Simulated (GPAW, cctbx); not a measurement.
# Bonding in GaCu2SnSe4 as X-rays see it

Question: by how much does bonding change the X-ray structure factors of GaCu2SnSe4, how firmly does DFT give the change, and what does a routine refinement make of it?

The cell comes from substitution in a known structure type and wasn't matched to any measured phase. All numbers below are calculated.

## 1. Find the equilibrium geometry

The density hangs on the geometry, so cell and atoms are relaxed first, with the symmetry held. The cutoff is set higher than for the density because stress converges slowly with plane waves.

Settings: GPAW 26.7.0, PBE, 570 eV, 3×3×3 k-points, Fermi–Dirac width 0.05 eV, BFGS to 0.03 eV/Å.

```text
cell
1.0
     5.731000000    0.000000000    0.000000000
     0.000000000    5.731000000    0.000000000
    -2.865500000   -2.865500000    5.795000000
Sn Se Ga Cu
1 4 1 2
Direct
0.500000000 0.500000000 0.000000000
0.896000000 0.365900000 0.262000000
0.366000000 0.896100000 0.262000000
0.103900000 0.104000000 0.738000000
0.634100000 0.634000000 0.738000000
0.250000000 0.750000000 0.500000000
0.000000000 0.000000000 0.000000000
0.750000000 0.250000000 0.500000000
```

```console
$ OMP_NUM_THREADS=1 mpirun -n 4 gpaw python run.py > gpaw.log
```

```text
BFGS:    0      -30.836263        0.766308
BFGS:    1      -30.878679        0.673241
BFGS:    2      -31.048458        0.189842
BFGS:    3      -31.051585        0.161304
...
BFGS:    8      -31.066637        0.038429
BFGS:    9      -31.066744        0.030851
BFGS:   10      -31.066848        0.022740
cell  5.8225 5.8225 7.1826  113.91 113.91 90.00
volume 199.526 A^3, largest force 0.017 eV/A, largest stress 0.08 GPa
```

After 10 steps the volume has changed by +4.8 % and the energy by -0.231 eV; the largest stress left is 0.08 GPa. It took 2.3 min on 4 cores of Arm Neoverse V1 (shared host), peak memory 1.2 GiB.

Relaxed structure: I-4 (no. 82), a = 5.8225 Å, b = 5.8225 Å, c = 11.7711 Å, α = 90.00°, β = 90.00°, γ = 90.00°.

| atom | mult. | x | y | z |
| --- | --- | --- | --- | --- |
| Sn1 | 2 | 1/2 | 1/2 | 0 |
| Se1 | 8 | 0.7773 | 0.7735 | 0.1339 |
| Ga1 | 2 | 1/2 | 0 | 1/4 |
| Cu1 | 2 | 0 | 0 | 0 |
| Cu2 | 2 | 0 | 1/2 | 1/4 |

## 2. Density and charge transfer

X-rays see the whole electron density, so the PAW density is rebuilt with its core regions. Subtracting spherical free atoms from the same code cancels the cores and leaves the deformation density Δρ, the part due to bonding.

Settings: PBE, 450 eV, 4×4×4 k-points, Fermi–Dirac width 0.05 eV; primitive cell of 8 atoms.

```console
$ OMP_NUM_THREADS=1 mpirun -n 4 gpaw python run.py > gpaw.log
```

```text
|iter:   1|       0s |  -32.538633 | +0.17 |       |
|iter:   2|       2s |  -31.746445 | -1.51 | -1.11 |
|iter:   3|       4s |  -30.963984 | -1.30 | -1.20 |
...
|iter:  10|      18s |  -30.857119c| -6.57 | -3.69 |
|iter:  11|      20s |  -30.857121c| -7.25 | -4.10c|
|iter:  12|      22s |  -30.857121c| -8.03c| -4.70c|
```

```text
gpts.py:43: UserWarning: Initial realspace grid (30,30,36) inconsistent with symmetries.
gpts.py:43: UserWarning: Initial realspace grid (30,30,36) inconsistent with symmetries.
gpts.py:43: UserWarning: Initial realspace grid (30,30,36) inconsistent with symmetries.
gpts.py:43: UserWarning: Initial realspace grid (30,30,36) inconsistent with symmetries.
gpts.py:70: UserWarning: Using symmetrized grid: (36,36,36).
gpts.py:70: UserWarning: Using symmetrized grid: (36,36,36).
gpts.py:70: UserWarning: Using symmetrized grid: (36,36,36).
gpts.py:70: UserWarning: Using symmetrized grid: (36,36,36).
grid (72, 72, 72)  electrons 275.000  moved by bonding 1.517 e
deformation density beyond 0.5 A of the nuclei: max 0.109, min -0.119 e/A^3
atom        x       y       z   Voronoi charge  moment
Sn1    0.5000  0.5000  0.0000      0.293       0.00
Se2    0.9112  0.9075  0.2678     -0.160       0.00
Se3    0.3566  0.3604  0.2678     -0.160       0.00
Se4    0.6396  0.0888  0.7322     -0.160       0.00
Se5    0.0925  0.6434  0.7322     -0.160       0.00
Ga6    0.7500  0.2500  0.5000      0.198       0.00
Cu7    0.0000  0.0000  0.0000      0.070       0.00
Cu8    0.2500  0.7500  0.5000      0.080       0.00
mean inner potential of superposed free atoms 13.931 V
total magnetic moment 0.000 muB
```

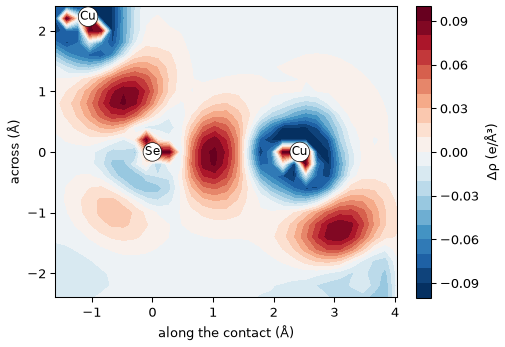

Deformation density in a plane through the shortest contact of the Se atom at the origin; red gains electrons, blue loses them.

Se gains most (-0.16 e) and Sn loses most (+0.29 e), in averages over each element's sites; Se is the most electronegative element, but the order of the others doesn't follow electronegativity. Such charges fall far short of formal ones, since overlapping free atoms already put density on their neighbours. Along the shortest contact from the Se atom at the map's origin, Se–Cu at 2.43 Å, Δρ is +0.08 e/Å³ at the midpoint and highest, +0.10, 0.98 Å from Se (points within 0.5 Å of a nucleus left out): a modest build-up. At the midpoints of other shortest contacts it is +0.10 (Se–Ga, 2.49 Å) and +0.07 (Sn–Se, 2.76 Å) e/Å³. Point values carry grid noise of about 0.01 e/Å³. The run needed 12 iterations, 33 s.

## 3. From the density to structure factors

The Fourier components of Δρ, added to those of the free atoms, give the static X-ray structure factors; the Mott–Bethe relation turns them into the Fourier components V of the potential that fast electrons feel.

```text
static structure factors of the conventional cell: F in electrons, V (Mott-Bethe) in volts
   h  k  l      d  |F| table  |F| free   |F| DFT   change   |V| free  |V| DFT  change %
   0  0  2  5.8856     7.333     7.365     7.176   -0.189     0.110    0.186     68.3
   0  1  1  5.2189    11.957    12.069    11.865   -0.205     0.387    0.450     16.4
   1  1  0  4.1171    40.546    40.541    40.618    0.077     0.840    0.825     -1.8
   1  1  2  3.3736   331.235   331.099   331.695    0.597     6.714    6.632     -1.2
   0  1  3  3.2538    65.965    66.218    66.296    0.078     1.375    1.366     -0.7
   0  0  4  2.9428    14.335    13.751    12.840   -0.911     0.097    0.006    -93.5
   0  2  0  2.9113    20.224    19.628    18.635   -0.993     0.023    0.119    427.5
   0  2  2  2.6095    54.302    54.351    54.446    0.096     0.977    0.969     -0.8
   1  2  1  2.5424    75.759    76.174    76.450    0.276     1.418    1.399     -1.4
   2  1  1  2.5424    74.285    74.399    74.280   -0.119     1.359    1.368      0.7
   1  1  4  2.3941    52.393    52.448    52.393   -0.056     0.934    0.938      0.4
   0  1  5  2.1826    48.490    48.821    49.124    0.303     0.795    0.778     -2.1
   1  2  3  2.1696    37.157    37.068    36.754   -0.314     0.633    0.652      3.0
   2  1  3  2.1696    38.527    38.755    38.846    0.090     0.666    0.663     -0.4
```

The largest X-ray change is -0.99 e on 020, 5.1 % of |F|. For electrons V goes as (Z − F)/g², so a change of F counts against Z − F, which is small at low angle and wherever the atoms' terms cancel: |V| of 002 moves by +68.3 % (0.11 to 0.19 V) against -2.6 % in |F|. The last three rows still change by up to 0.31 e; the table stops while the angles are still low. The tabulated Hartree–Fock atoms differ from the free DFT atoms by up to 0.60 e, so the choice of reference atom matters too.

## 4. The functional ladder

The same geometry is run with other functionals, to see whether the bonding signal is larger than the spread between approximations. Free atoms are LDA for LDA and PBE otherwise; meta-GGAs and hybrids keep PBE cores. Any other changed setting is in the row's label.

```
   run  ΔF 020 (e)  ΔF 004 (e)  ΔF 112 (e)  q(Se) (e)  moved (e)  time
   PBE      -0.993      -0.911      +0.597     -0.160      1.517  33 s
   LDA      -0.932      -0.846      +0.470     -0.144      1.448  30 s
r2SCAN      -1.034      -0.960      +0.679     -0.191      1.598  86 s
```

At the base's settings ΔF(020) spans -1.034 to -0.932 e, a spread of 10 % of the PBE value; over the three listed reflections the spread is at most 35 %, so the sign holds and the size hangs on the functional. Times are from shared hosts.

## 5. Refining ordinary atoms against data with bonding

Routine crystallography fits spherical atoms. To see the bias, intensities are simulated from tabulated atoms plus the DFT change ΔF, so that bonding alone can misfit (9126 reflections of the full sphere, merged to the counts below, to 0.45 Å, 1.5 % proportional noise plus counting noise, assumed isotropic U as listed, Δρ smeared by the mean U) and refined with cctbx over different ranges.

| range | data | R1 | GooF | U Sn1 (true 0.0038) | U Se1 (true 0.0044) | U Ga1 (true 0.0046) | U Cu1 (true 0.0047) | largest shift (Å) | Δρ max, min (e/Å³) |
| --- | --- | --- | --- | --- | --- | --- | --- | --- | --- |
| all data | 2288 | 0.0075 | 0.92 | 0.0038 | 0.0044 | 0.0046 | 0.0047 | 0.0001 | 0.36, -0.36 |
| low resolution, d > 0.84 | 354 | 0.0056 | 0.99 | 0.0038 | 0.0044 | 0.0045 | 0.0046 | 0.0002 | 0.17, -0.17 |
| high order, d < 0.75 | 1787 | 0.0085 | 0.91 | 0.0038 | 0.0044 | 0.0046 | 0.0047 | 0.0001 | 0.31, -0.31 |
| occupancies free, d > 0.7 | 619 | 0.0060 | 0.97 | 0.0038 | 0.0044 | 0.0046 | 0.0046 | 0.0001 | 0.20, -0.25 |

With all data GooF is 0.92, so at this noise the bonding hardly shows; the top residual peak, near noise level, lies 1.74 Å from Sn and 1.76 Å from Se. No U is off by more than 3 s.u. at low resolution. With Sn1 held at 1 and the scale free, the other occupancies refine to Se1 0.999(0.001), Ga1 1.002(0.002), Cu1 0.999(0.002) and Cu2 0.998(0.002), within three s.u. of full.

## 6. Answer

Bonding moves 1.52 e in the primitive cell of GaCu2SnSe4 and changes the structure factors of the conventional cell in the table above by at most 0.99 e (020, 5.1 %), and among reflections above 2 % of the strongest by up to 6.6 % (004). The shortest bond, Se–Cu, has Δρ = +0.08 e/Å³ at its midpoint. At the base's settings ΔF(020) spans -1.034 to -0.932 e, a spread of 10 % of the PBE value; over the three listed reflections the spread is at most 35 %, so the sign holds and the size hangs on the functional. With all data GooF is 0.92, so at this noise the bonding hardly shows. Limits: static density, frozen cores, no spin–orbit coupling.

[Outputs are excerpts: Python notices, other lines and further rows are left out; steps that failed or that the build refused (PBEsol, TPSS) are not shown.]

[Logs are printed without paths, hosts, clocks, repeated set-up lines and the standing remarks that a program may print on its own settings, such as how far it seeks lower states.]
